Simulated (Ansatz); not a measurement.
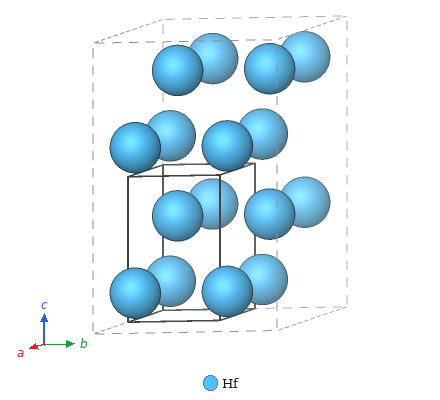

Hf (P6_3/mmc, No. 194): the end point of a relaxation with Ansatz, DFT PBEsol, scalar-relativistic, plane waves, PAW.

```cif
data_structure
_symmetry_space_group_name_H-M 'P 1'
_symmetry_Int_Tables_number 1
_cell_length_a 3.1608
_cell_length_b 3.1608
_cell_length_c 4.9956
_cell_angle_alpha 90.000
_cell_angle_beta 90.000
_cell_angle_gamma 120.000
_cell_volume 43.22
loop_
_atom_site_label
_atom_site_type_symbol
_atom_site_fract_x
_atom_site_fract_y
_atom_site_fract_z
_atom_site_occupancy
Hf1 Hf 0.33333 0.66667 0.75000 1
Hf2 Hf 0.66667 0.33333 0.25000 1
```

**What will an iDPC-like image along [001] show? Simulated as the projected potential of neutral atoms (B = 0.8 Å²) blurred by a 0.70 Å probe, the thin-sample limit of integrated differential phase contrast. Shot noise and the speckle of an amorphous layer were added.**

The columns repeat on a hexagonal net with a repeat of 3.16 Å (plane group p6mm). All columns are alike (Hf). The shortest distance between visible columns is 1.82 Å in projection. Along the beam the structure repeats every 5.00 Å.

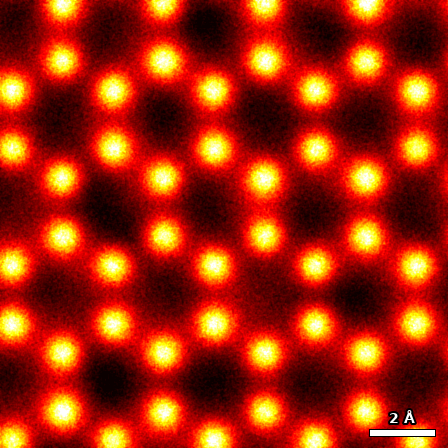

The simulated image.
